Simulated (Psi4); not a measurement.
# SiF$_{2}$: geometry relaxation (part 1 of 3)

System: SiF$_{2}$.
Method: MP2/aug-cc-pVDZ, RHF (Psi4 1.11).

The geometry comes from this level: GFN2-xTB.

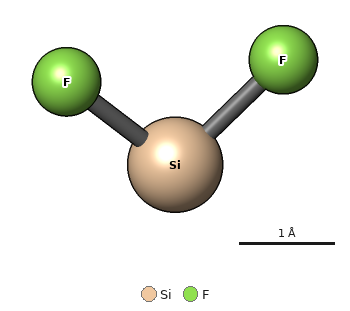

The input geometry (ball-and-stick view, seen at a tilt). Bond lengths as drawn: F–Si 1.62 Å.

### The input (job.in)
```
memory 1600 mb

molecule system {
  0 1
  Si     0.00797464    -0.01451310    -1.40748691
  F      2.20328838    -0.03276785     0.71915417
  F     -2.21126302     0.04728095     0.68831384
  units bohr
}

set {
  freeze_core true
}

e_tot, wfn = optimize('mp2/aug-cc-pVDZ', return_wfn=True)
```

Run on 1 thread of Intel Xeon (Sapphire Rapids), 16 GiB of memory available, shared host.

Run as:
```bash
psi4 -n 1 job.in job.out
```

### The program's output
```
Psi4 1.11 release

gradient() will perform analytic gradient computation.
    SCF Algorithm Type (re)set to DF.

   => Loading Basis Set <=

    Name: AUG-CC-PVDZ
    Role: ORBITAL
    Keyword: BASIS

         ---------------------------------------------------------
                                   SCF
                              RHF Reference
                        1 Threads,   1525 MiB Core
         ---------------------------------------------------------

  ==> Geometry <==

    Molecular point group: cs
    Full point group: Cs

    Geometry (in Bohr), charge = 0, multiplicity = 1:

       Center              X                  Y                   Z               Mass
    ------------   -----------------  -----------------  -----------------  -----------------
         SI          -0.007116417619    -1.215996534281     0.000000000000    27.976926534650
         F           -2.202398749157     0.910755313235     0.000000000000    18.998403162730
         F            2.212878340057     0.879913376895     0.000000000000    18.998403162730

  Running in cs symmetry.

  Rotational constants: A =      0.83809  B =      0.32506  C =      0.23422 [cm^-1]
  Rotational constants: A =  25125.36219  B =   9745.19107  C =   7021.72557 [MHz]
  Nuclear repulsion =  100.838229405803773

  Charge       = 0
  Multiplicity = 1
  Electrons    = 32
  Nalpha       = 16
  Nbeta        = 16

  ==> Algorithm <==

  SCF Algorithm Type is DF.
  DIIS enabled.
  MOM disabled.
  Fractional occupation disabled.
  Guess Type is SAD.
  Energy threshold   = 1.00e-10
  Density threshold  = 1.00e-10
  Integral threshold = 1.00e-12

  ==> Primary Basis <==

  Basis Set: AUG-CC-PVDZ
    Blend: AUG-CC-PVDZ
    Number of shells: 29
    Number of basis functions: 73
    Number of Cartesian functions: 79
    Spherical Harmonics?: true
    Max angular momentum: 2

   => Loading Basis Set <=

    Name: (AUG-CC-PVDZ AUX)
    Role: JKFIT
    Keyword: DF_BASIS_SCF

  ==> Integral Setup <==

  DFHelper Memory: AOs need 0.013 GiB; user supplied 1.118 GiB.
  SCF_SUBTYPE=INCORE selected. In-core MEM_DF algorithm will be used.
  Using in-core AOs.

  ==> MemDFJK: Density-Fitted J/K Matrices <==

    J tasked:                   Yes
    K tasked:                   Yes
    wK tasked:                   No
    Memory [MiB]:              1144
    Algorithm:                 Core
    Schwarz Cutoff:           1E-12
    Mask sparsity (%):       0.0000
    Fitting Condition:        1E-10

   => Auxiliary Basis Set <=

  Basis Set: (AUG-CC-PVDZ AUX)
    Blend: AUG-CC-PVDZ-JKFIT
    Number of shells: 96
    Number of basis functions: 300
    Number of Cartesian functions: 352
    Spherical Harmonics?: true
    Max angular momentum: 3

  Minimum eigenvalue in the overlap matrix is 1.3264912332E-03.
  Reciprocal condition number of the overlap matrix is 2.6620886598E-04.
    Using symmetric orthogonalization.

  ==> Pre-Iterations <==

  SCF Guess: Superposition of Atomic Densities via on-the-fly atomic UHF (no occupation information).

   -------------------------
    Irrep   Nso     Nmo
   -------------------------
     A'        51      51
     A"        22      22
   -------------------------
    Total      73      73
   -------------------------

  ==> Iterations <==

                           Total Energy        Delta E     RMS |[F,P]|

   @DF-RHF iter SAD:  -486.96429681792392   -4.86964e+02   0.00000e+00
   @DF-RHF iter   1:  -487.85852986253758   -8.94233e-01   7.76671e-03 ADIIS/DIIS
   @DF-RHF iter   2:  -487.89787879908704   -3.93489e-02   5.31829e-03 ADIIS/DIIS
   @DF-RHF iter   3:  -487.92420735614144   -2.63286e-02   3.00085e-04 ADIIS/DIIS
   @DF-RHF iter   4:  -487.92442335960970   -2.16003e-04   4.88093e-05 DIIS
   @DF-RHF iter   5:  -487.92443046940156   -7.10979e-06   1.57535e-05 DIIS
   @DF-RHF iter   6:  -487.92443148569873   -1.01630e-06   3.29348e-06 DIIS
   @DF-RHF iter   7:  -487.92443152803969   -4.23410e-08   1.11929e-06 DIIS
   @DF-RHF iter   8:  -487.92443153008082   -2.04113e-09   3.28923e-07 DIIS
   @DF-RHF iter   9:  -487.92443153035174   -2.70916e-10   4.12984e-08 DIIS
   @DF-RHF iter  10:  -487.92443153035777   -6.02540e-12   8.56354e-09 DIIS
   @DF-RHF iter  11:  -487.92443153035816   -3.97904e-13   2.21335e-09 DIIS
   @DF-RHF iter  12:  -487.92443153035788    2.84217e-13   4.51748e-10 DIIS
   @DF-RHF iter  13:  -487.92443153035822   -3.41061e-13   1.23346e-10 DIIS
   @DF-RHF iter  14:  -487.92443153035828   -5.68434e-14   3.77689e-11 DIIS
  Energy and wave function converged.

  ==> Post-Iterations <==

    Orbital Energies [Eh]
    ---------------------

    Doubly Occupied:

       1Ap   -68.898451     2Ap   -26.308676     3Ap   -26.308178
       4Ap    -6.231880     5Ap    -4.334567     1App   -4.334080
       6Ap    -4.332593     7Ap    -1.615316     8Ap    -1.585061
       9Ap    -0.794116    10Ap    -0.710599    11Ap    -0.695844
       2App   -0.680732     3App   -0.645511    12Ap    -0.628418
      13Ap    -0.420270

    Virtual:

       4App    0.014789    14Ap     0.049367    15Ap     0.057782
      16Ap     0.074210     5App    0.090231    17Ap     0.153299
      18Ap     0.182899    19Ap     0.210140    20Ap     0.241874
       6App    0.251492     7App    0.263619    21Ap     0.283507
       8App    0.317466    22Ap     0.318077     9App    0.330978
      23Ap     0.344565    24Ap     0.381113    25Ap     0.413910
      26Ap     0.431333    10App    0.549201    27Ap     0.575688
      28Ap     0.596638    29Ap     0.648501    11App    0.707292
      12App    0.709371    30Ap     0.752735    31Ap     0.792636
      32Ap     0.914588    33Ap     1.026978    34Ap     1.269710
      13App    1.276663    35Ap     1.378918    14App    1.439040
      15App    1.524487    36Ap     1.529459    16App    1.564011
      37Ap     1.576023    38Ap     1.620163    39Ap     1.666640
      17App    1.748076    40Ap     1.791449    18App    1.793811
      41Ap     1.952561    42Ap     2.158108    43Ap     2.216589
      44Ap     2.943261    45Ap     3.056914    19App    4.811017
      46Ap     4.829862    47Ap     4.882818    20App    4.916051
      21App    4.962506    48Ap     4.967946    22App    4.975483
      49Ap     5.074876    50Ap     5.075813    51Ap     5.150267

    Final Occupation by Irrep:
             Ap   App
    DOCC [    13,    3 ]
    NA   [    13,    3 ]
    NB   [    13,    3 ]

  @DF-RHF Final Energy:  -487.92443153035828

   => Energetics <=

    Nuclear Repulsion Energy =            100.8382294058037729
    One-Electron Energy =                -880.4767373165301478
    Two-Electron Energy =                 291.7140763803681125
    Total Energy =                       -487.9244315303582766

Computation Completed

Properties will be evaluated at   0.000000,   0.000000,   0.000000 [a0]

Properties computed using the SCF density matrix

 Multipole Moments:

 ------------------------------------------------------------------------------------
     Multipole            Electronic (a.u.)      Nuclear  (a.u.)        Total (a.u.)
 ------------------------------------------------------------------------------------

 L = 1.  Multiply by 2.5417464519 to convert [e a0] to [Debye]
 Dipole X            :          0.0041051           -0.0053135           -0.0012085
 Dipole Y            :          0.1856564           -0.9079333           -0.7222769
 Dipole Z            :          0.0000000            0.0000000            0.0000000
 Magnitude           :                                                    0.7222779

 ------------------------------------------------------------------------------------

	total time  =          1 seconds =       0.02 minutes

  //>>>>>>>>>>>>>>>>>>>>>>>>>>>>>>>>>>>//
  //               DFMP2               //
  //<<<<<<<<<<<<<<<<<<<<<<<<<<<<<<<<<<<//

   => Loading Basis Set <=

    Name: (AUG-CC-PVDZ AUX)
    Role: RIFIT
    Keyword: DF_BASIS_MP2

	 --------------------------------------------------------
	                          DF-MP2
	      2nd-Order Density-Fitted Moller-Plesset Theory
	              RMP2 Wavefunction,   1 Threads

	 --------------------------------------------------------

   => Auxiliary Basis Set <=

  Basis Set: (AUG-CC-PVDZ AUX)
    Blend: AUG-CC-PVDZ-RI
    Number of shells: 72
    Number of basis functions: 236
    Number of Cartesian functions: 282
    Spherical Harmonics?: true
    Max angular momentum: 3

	 --------------------------------------------------------
	                 NBF =    73, NAUX =   236
	 --------------------------------------------------------
	   CLASS    FOCC     OCC    AOCC    AVIR     VIR    FVIR
	   PAIRS       7      16       9      57      57       0
	 --------------------------------------------------------

  DFHelper Memory: AOs need 0.013 GiB; user supplied 1.118 GiB.
  SCF_SUBTYPE=INCORE selected. In-core MEM_DF algorithm will be used.
  Using in-core AOs.

         ------------------------------------------------------------
                                     CPHF
         ------------------------------------------------------------

  ==> Geometry <==

    Molecular point group: cs
    Full point group: Cs

    Geometry (in Bohr), charge = 0, multiplicity = 1:

       Center              X                  Y                   Z               Mass
    ------------   -----------------  -----------------  -----------------  -----------------
         SI          -0.007116417619    -1.215996534281     0.000000000000    27.976926534650
         F           -2.202398749157     0.910755313235     0.000000000000    18.998403162730
         F            2.212878340057     0.879913376895     0.000000000000    18.998403162730

  Nuclear repulsion =  100.838229405803773
  Reference energy  = -487.924431530358277

  ==> Basis Set <==

  Basis Set: AUG-CC-PVDZ
    Blend: AUG-CC-PVDZ
    Number of shells: 29
    Number of basis functions: 73
    Number of Cartesian functions: 79
    Spherical Harmonics?: true
    Max angular momentum: 2

   Number of roots    =         1
   Preconditioning    =    JACOBI
   Convergence cutoff =     1E-06
   Maximum iterations =       100

   => Auxiliary Basis Set <=

  Basis Set: (AUG-CC-PVDZ AUX)
    Blend: AUG-CC-PVDZ-JKFIT
    Number of shells: 96
    Number of basis functions: 300
    Number of Cartesian functions: 352
    Spherical Harmonics?: true
    Max angular momentum: 3

  ==> CPHF Iterations <==

  => Iterations <=

             Iter  Converged  Remaining    Residual
  CGR           1          0          1   1.331E-01
  CGR           2          0          1   2.533E-02
  CGR           3          0          1   5.509E-03
  CGR           4          0          1   1.448E-03
  CGR           5          0          1   1.938E-04
  CGR           6          0          1   8.213E-05
  CGR           7          0          1   1.637E-05
  CGR           8          0          1   3.543E-06
  CGR           9          1          0   8.342E-07

    CGRSolver converged.

  ==> DFCorrGrad: Density-Fitted Correlated Gradients <==

    Integrals threads:           1
    Memory [GiB]:            1.118
    Schwarz Cutoff:          0E+00
    Fitting Condition:       1E-10

   => Auxiliary Basis Set <=

  Basis Set: (AUG-CC-PVDZ AUX)
    Blend: AUG-CC-PVDZ-JKFIT
    Number of shells: 96
    Number of basis functions: 300
    Number of Cartesian functions: 352
    Spherical Harmonics?: true
    Max angular momentum: 3

	-----------------------------------------------------------
	 ==================> DF-MP2 Energies <====================
	-----------------------------------------------------------
	 Reference Energy          =    -487.9244315303582766 [Eh]
	 Singles Energy            =      -0.0000000000000000 [Eh]
	 Same-Spin Energy          =      -0.1326203821675210 [Eh]
	 Opposite-Spin Energy      =      -0.3604996569191039 [Eh]
	 Correlation Energy        =      -0.4931200390866248 [Eh]
	 Total Energy              =    -488.4175515694449246 [Eh]
	-----------------------------------------------------------
	 ================> DF-SCS-MP2 Energies <==================
	-----------------------------------------------------------
	 SCS Same-Spin Scale       =       0.3333333333333333 [-]
	 SCS Opposite-Spin Scale   =       1.2000000000000000 [-]
	 SCS Same-Spin Energy      =      -0.0442067940558403 [Eh]
	 SCS Opposite-Spin Energy  =      -0.4325995883029246 [Eh]
	 SCS Correlation Energy    =      -0.4768063823587649 [Eh]
	 SCS Total Energy          =    -488.4012379127170220 [Eh]
	-----------------------------------------------------------

  -Total Gradient:
     Atom            X                  Y                   Z
    ------   -----------------  -----------------  -----------------
       1        0.000980483918     0.021915865326     0.000000000000
       2        0.029218850346    -0.010757935361     0.000000000000
       3       -0.030199334266    -0.011157929967     0.000000000000

	total time  =          0 seconds =       0.00 minutes

    			-----------------------------------------

    			 OPTKING 3.0: for geometry optimizations

    			        with contributions from

    			-----------------------------------------

	                            ===> Fragment 1 <==

	 Z (Atomic Numbers)          Masses                          Geom
	      14.000000            27.976927         -0.00711642 -1.21599653  0.00000000
	       9.000000            18.998403         -2.20239875  0.91075531  0.00000000
	       9.000000            18.998403          2.21287834  0.87991338  0.00000000

	 - Coordinate -           - BOHR/RAD -       - ANG/DEG -
	 R(1,2)           =         3.056524           1.617443
	 R(1,3)           =         3.053067           1.615613
	 B(2,1,3)         =         1.615394          92.555244

	        --- Internal Coordinate Step in ANG or DEG, aJ/ANG or AJ/DEG ---
	-------------------------------------------------------------------------------
	           Coordinate      Previous         Force          Change          New
	           ----------      --------        ------          ------        ------
	               R(1,2)       1.61744        0.23457        0.03081       1.64825
	               R(1,3)       1.61561        0.24402        0.03184       1.64745
	             B(2,1,3)      92.55524        0.00293        8.51690     101.07215
	-------------------------------------------------------------------------------

	                                 ==> Convergence Check <==

	Measures of convergence in internal coordinates in au.

	Criteria marked as inactive (o), active & met (*), and active & unmet ( ).
```
